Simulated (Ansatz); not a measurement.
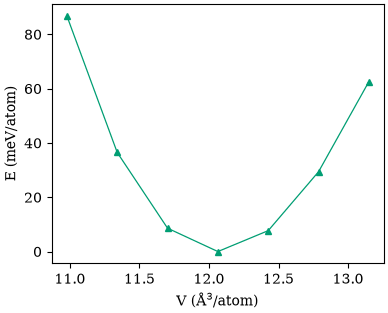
Fig. 1. Ta$_{2}$GeB$_{2}$ in space group P-6m2 (No. 187; Ta on 2h, Ge on 1a, B on 1b, B on 1f) under volume change, PBEsol (plane waves, PAW; program Ansatz), shape and atoms relaxed at each volume.

### Question
What does a third-order Birch–Murnaghan fit give for V₀, B₀ and B′?

### Answer
V₀ = 12.06 Å³/atom, B₀ = 239 GPa, B′ = 4.5.

The start of the workflow was typed in or built on a structure type; neither database checked (COD, Materials Project) lists it. Whether it is the stable phase at ambient conditions was not checked. The cell was relaxed with PBEsol under the symmetry of its start; its stability against distortions is not shown here. No spin polarisation was allowed. Scalar-relativistic: spin–orbit coupling is off unless named, which matters more the heavier the elements.

Potentials: the earlier of the program's two PAW sets. The files were generated under PBE; for other functionals the program regenerates the frozen cores, and for LDA and PBEsol the local potential too.
